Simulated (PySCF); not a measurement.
## A study: C4H12Si, SMILES `C[Si](C)(C)C`

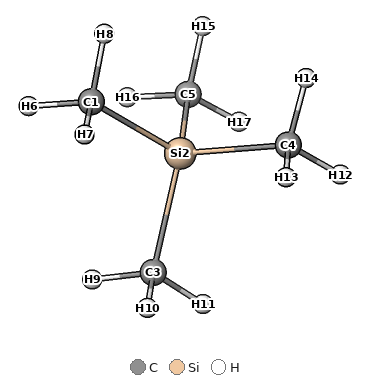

The molecule, with its atoms numbered as below. No frequency check shows the geometry to be a minimum.

Geometry (Å), atoms numbered from 1:

```
C1      -1.3548   -0.0683    1.3427
Si2      0.0004   -0.0002   -0.0000
C3       0.1648   -1.7117   -0.8294
C4       1.6643    0.4818    0.8024
C5      -0.4725    1.2996   -1.3162
H6      -2.3151   -0.3523    0.9214
H7      -1.1221   -0.8108    2.1017
H8      -1.4825    0.8936    1.8268
H9      -0.7654   -2.0121   -1.3040
H10      0.4214   -2.4793   -0.1047
H11      0.9365   -1.7111   -1.5912
H12      2.4626    0.5182    0.0663
H13      1.9597   -0.2301    1.5631
H14      1.6100    1.4570    1.2733
H15     -0.5857    2.2859   -0.8757
H16     -1.4239    1.0612   -1.7835
H17      0.2880    1.3732   -2.0899
```

### 1. Bonding charge

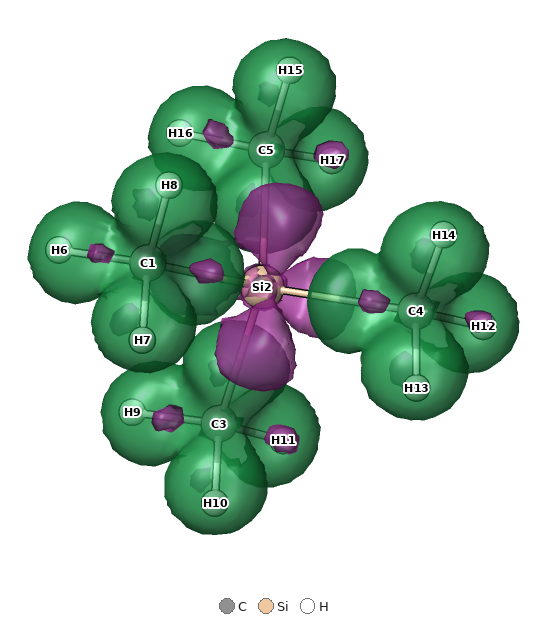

Deformation density (molecule less spherical, spin-averaged free atoms at the same positions), surfaces at ±0.07 e/Å³; green: gain, purple: loss.

PySCF calculation, B3LYP/def2-SVPD, gas phase; geometry: GFN2-xTB.

**How much density has each bond gained at its critical point, relative to the free atoms?**

C4–H13, C1–H8, C3–H11 and C4–H14: +0.64 e/Å³ at the bond critical point (bond length 1.08 Å). C5–H15, C5–H16, C3–H10, C1–H6 and 4 more like them: +0.63 e/Å³ at the bond critical point (bond length 1.09 Å). C1–Si2, Si2–C3, Si2–C4 and Si2–C5: +0.14 e/Å³ at the bond critical point (bond length 1.91 Å). In all, 3.5 electrons gather in the regions of gain relative to the promolecule. A small or negative value marks a very polar bond, one between electron-rich atoms, whose free-atom densities already overlap strongly, a long bond to a heavier atom, or a closed-shell contact such as a hydrogen bond.

**Where do the Hirshfeld charges lie?**

The highest Hirshfeld charge is on Si2 (+0.43 e), the lowest on C1, C3, C4 and C5 (−0.20 e).

```
atom  charge (e)
  C1       −0.20
 Si2       +0.43
  C3       −0.20
  C4       −0.20
  C5       −0.20
  H6       +0.03
  H7       +0.03
  H8       +0.03
  H9       +0.03
 H10       +0.03
 H11       +0.03
 H12       +0.03
 H13       +0.03
 H14       +0.03
 H15       +0.03
 H16       +0.03
 H17       +0.03
```

### 2. Bond critical points

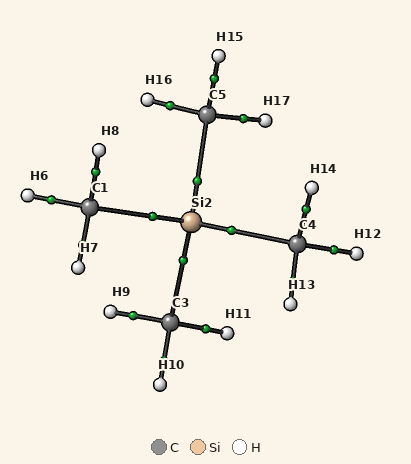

Molecular graph of the electron density (QTAIM): bond paths, bond critical points (green), ring points (magenta, if any); weak paths are dashed.

**How many critical points of each kind are there, and does the count close?**

17 nuclei, 16 bond, 0 ring and 0 cage critical points: 17 − 16 + 0 − 0 = 1, as the Poincaré–Hopf relation requires.

**Give the properties at the bond critical points.**

| bond | length (Å) | ρ (a.u.) | ∇²ρ (a.u.) | ε | H (a.u.) |
| --- | --- | --- | --- | --- | --- |
| C4–H13 (4 alike) | 1.083 | 0.274 | −0.98 | 0.03 | −0.296 |
| C5–H15 (8 alike) | 1.086 | 0.273 | −0.97 | 0.03 | −0.293 |
| C1–Si2 (4 alike) | 1.909 | 0.110 | +0.31 | 0.00 | −0.056 |

**What kind of interaction is C1–Si2?**

Polar or intermediate (positive Laplacian, negative energy density H): ρ = 0.110, ∇²ρ = +0.31, H = −0.056 a.u.

### 3. Local ionisation energy

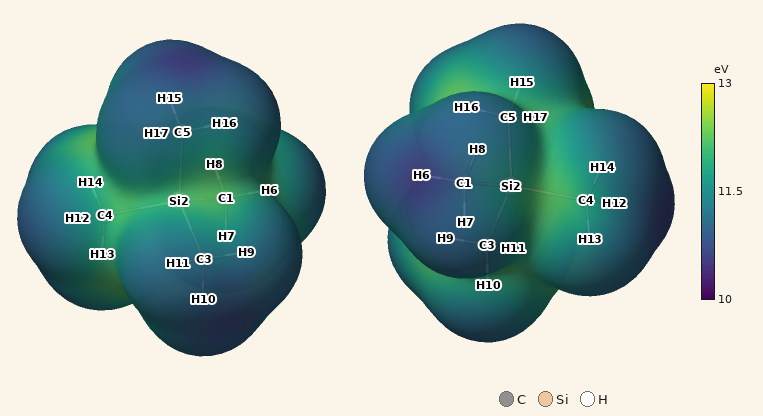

Average local ionisation energy on the surface of electron density 0.001 a.u. (back view left, front view right).

**Where are the most loosely bound electrons on this surface?**

The lowest value is 10.5 eV, near H8 (1.86 Å), H7 (1.89 Å), H6 (1.95 Å) and C1 (2.00 Å), and at like points elsewhere. For comparison, the highest occupied orbital lies at −8.1 eV.

### 4. In an electric field

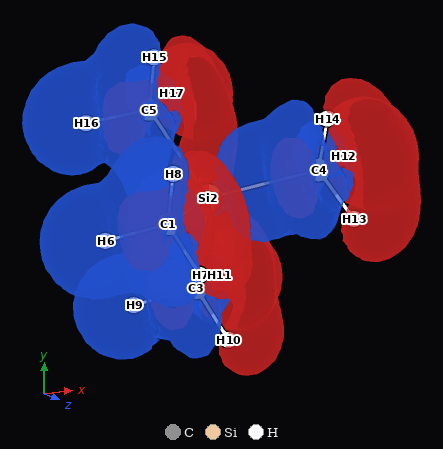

Change of the electron density in a uniform field of 0.21 V/Å, surfaces at ±0.001 e/Å³ (red: gain, blue: loss).

Computed with PySCF, B3LYP/def2-SVPD, geometry: GFN2-xTB.

The field was applied in both directions; the picture shows the one opposite to the script's first.

**Along which Cartesian direction does the field point?**

Along −x: electrons gather on the +x side, against the field.

**What dipole is induced, and what polarisability does it imply?**

The induced dipole is 0.79 D (along the field); α along this axis, from the fields in both directions, is 78 bohr³ (11.5 Å³).
